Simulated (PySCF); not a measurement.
# DyH3P (Dy(PH3)2+): the cost of one run

Computed with PySCF 2.14.0. Level: PBE0, Dy lcecp-0-SVP with ECP56, P def2-SVP, H def2-SVP; scalar-relativistic core potentials, no spin–orbit coupling.

1 further run of the same task is left out (for a known fault of the program).

### Step 1. Starting geometry

5 atoms, charge 2, spin multiplicity 1.

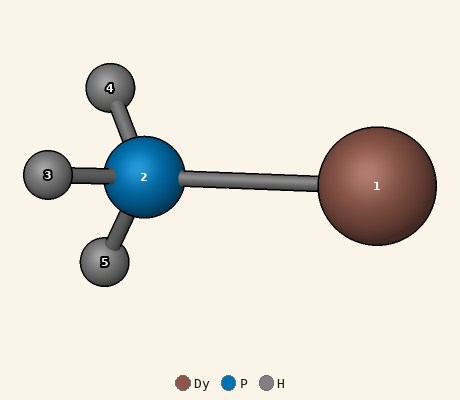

The starting geometry (dysprosium brown, phosphorus blue, hydrogen grey); atoms are numbered from 1 in the order of the file.

Coordinates:

```
Dy    0.0000    0.0000    0.0000
P     0.0000    0.0000    3.0475
H     1.2100    0.0000    3.7907
H    -0.6050    1.0479    3.7907
H    -0.6050   -1.0479    3.7907
```

Formal oxidation states: Dy +2. Each metal's 10 4f electrons lie in its core potential, so multiplicities, spins and levels count the valence alone.

### Step 2. SCF at the start, singlet

The input, run.py (the lines that set the calculation):

```python
mol = gto.M(atom='''
Dy     0.00000     0.00000     0.00000
P      0.00000     0.00000     3.04750
H      1.21000     0.00000     3.79070
H     -0.60500     1.04790     3.79070
H     -0.60500    -1.04790     3.79070''',
    basis={'Dy': 'lcecp-0-SVP', 'P': 'def2-SVP', 'H': 'def2-SVP'},
    ecp={'Dy': 'lcecp-0-SVP'},
    charge=2, spin=0)
mf = dft.RKS(mol, xc='PBE0')
mf.grids.atom_grid = (50, 194)  # f atoms: unpruned, at least (60, 302)
mf = mf.density_fit()  # fitting sets: Dy AutoAux, P def2-universal-JKFIT, H def2-universal-JKFIT
mf.conv_tol = 1e-08; mf.max_cycle = 55
mf.kernel(dm0)  # dm0: free metal ions and neutral atoms
```

Run with:

```
$ OMP_NUM_THREADS=2 python run.py
```

What time and memory should one allow on 2 threads of Arm Neoverse V2, shared host?

About 1.3 s, with a peak of 0.37 GiB.
